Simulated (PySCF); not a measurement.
**GeF4: the energy surface near the minimum**

How stiff is GeF4 (singlet) against rigid distortions? The scans start from its PBE0 minimum.

Method: PBE0, basis Ge def2-SVP, F def2-SVP, no relativity, density fitting; program: PySCF 2.14.0.

**1. The starting structure**

5 atoms, charge 0, spin multiplicity 1.

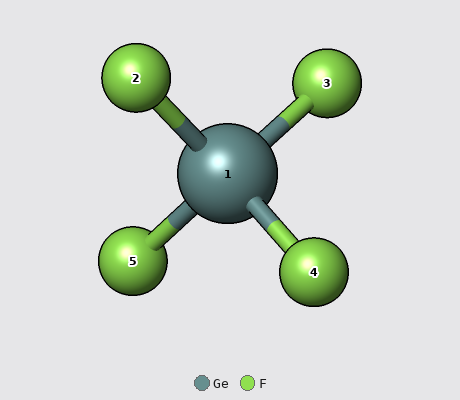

The starting geometry (germanium teal, fluorine green); atoms are numbered from 1 in the order of the file.

Coordinates in bohr (charge 0 multiplicity 1):
```
Ge    0.0000    0.0000    0.0000
F     2.6199   -0.0001    1.8526
F    -2.6199    0.0000    1.8526
F     0.0000    2.6200   -1.8525
F     0.0000   -2.6199   -1.8526
```

**2. Breathing scan**

One driver script runs all scans and calls PySCF for each point, on a (75, 302) grid.

Command:

```sh
$ OMP_NUM_THREADS=2 python axn.py task.json out
```

A rigid scan with PBE0: all bonds to the central atom are scaled together. Each point starts from its neighbour's orbitals, and energies count from the minimum.

| scale of all bonds to the centre | energy (kJ/mol) |
| --- | --- |
| 0.88 | 442.9 |
| 0.92 | 170.6 |
| 0.96 | 37.1 |
| 1.00 | 0.0 |
| 1.04 | 28.9 |
| 1.08 | 102.2 |
| 1.14 | 262.2 |
| 1.22 | 518.0 |
| 1.35 | 932.5 |

The scan needed 6.7 s of wall time on 2 threads of AMD EPYC 9R45 (Zen 5), shared host.

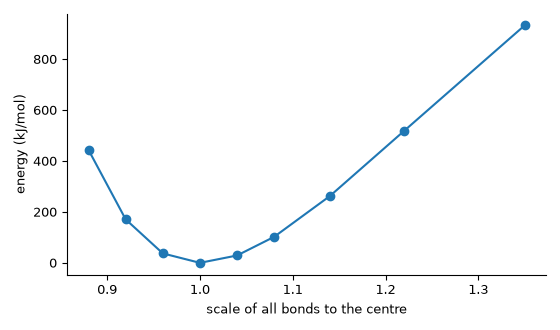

Energy along the scan.

**3. Stretching one bond**

A rigid scan with PBE0: the bond from Ge to the last atom (F) is scaled and the rest held.

| scale of one bond | energy (kJ/mol) | dipole size (D) |
| --- | --- | --- |
| 0.92 | 39.9 | 0.49 |
| 0.96 | 8.7 | 0.24 |
| 1.00 | 0.0 | 0.00 |
| 1.05 | 10.5 | 0.30 |
| 1.12 | 49.4 | 0.71 |
| 1.20 | 111.3 | 1.16 |
| 1.35 | 238.4 | 1.91 |
| 1.55 | 386.9 | 2.71 |
| 1.80 | 521.6 | 3.41 |
| 2.20 | 646.0 | 4.10 |

The scan took 9.1 s.

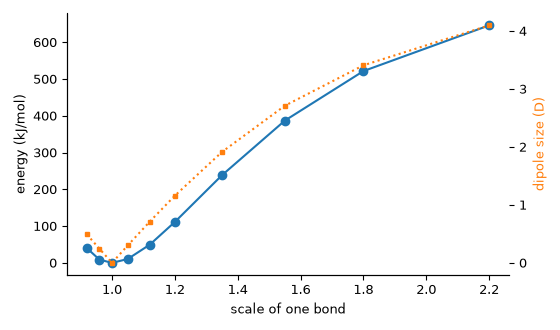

Energy (circles) and dipole moment (squares) along the scan.

A restricted determinant lies too high at long bonds, where the pair should uncouple.

**4. From tetrahedral to square planar**

A rigid scan with PBE0: D2d path, angle between each bond and the S4 axis (54.74 tetrahedral, 90 square planar), bonds fixed.

| angle of the bonds to the S4 axis (°) | energy (kJ/mol) |
| --- | --- |
| 45.0 | 55.6 |
| 50.0 | 11.8 |
| 54.7 | 0.0 |
| 60.0 | 11.6 |
| 66.0 | 45.8 |
| 72.0 | 92.4 |
| 78.0 | 141.6 |
| 84.0 | 180.0 |
| 90.0 | 194.8 |

The scan took 6.9 s.

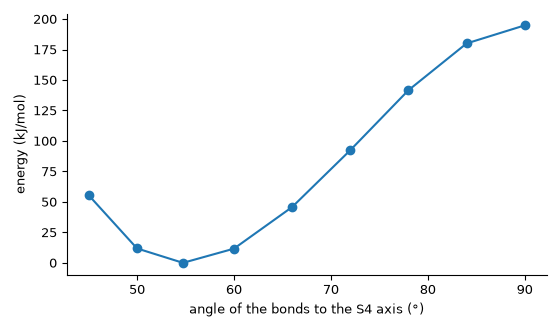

Energy along the scan.

**5. Summary of results**

```
                       quantity         value
           all bonds 4 % longer   28.9 kJ/mol
           one bond 20 % longer  111.3 kJ/mol
square planar shape, bonds held  194.8 kJ/mol
```

The well is lopsided, 37.1 kJ/mol for 4 % shorter bonds against 28.9 for 4 % longer ones. Held rigid otherwise, the square planar shape costs 195 kJ/mol.
